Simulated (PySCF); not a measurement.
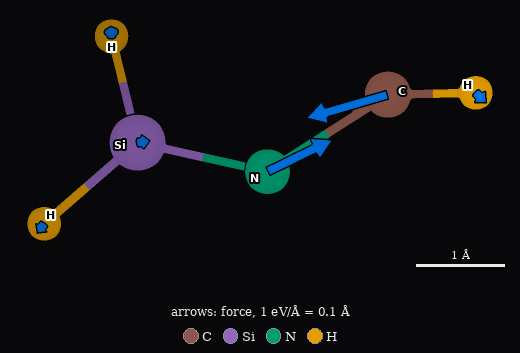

Starting geometry of CH$_{3}$NSi with the computed forces as blue arrows. Style: ball-and-stick. Shown at a tilt.

It is one of the separated reactants of a reaction.

The calculation used RKS PBE-D4/def2-SVP, density fitting (PySCF 2.14.0). 

### What follows when this structure is relaxed?

It isn't relaxed: the largest force vector, on the C atom, is 9.87 eV/Å. The final displacements have little in common with the starting forces (cosine between the two patterns 0.26). The largest moves after the best rigid fit, 0.66 Å, are those of Si and H atoms. By element the largest moves are Si 0.66 Å, H 0.66 Å, N 0.58 Å, C 0.39 Å. Some distances before and after: C–N 1.645 → 1.179 Å, N–Si 1.691 → 1.843 Å, H–Si 1.420 → 1.530 Å, C–H 1.078 → 1.091 Å. Among the angles between lasting bonds that change: C–N–Si 132.1° → 169.7°, N–Si–H 123.6° → 93.1°, N–Si–H 122.3° → 93.0°. After 39 geometry steps the energy has fallen by 5.212 eV. The run took 3.4 min on 2 threads of Oxide Virtual Turin-like, on a shared host.
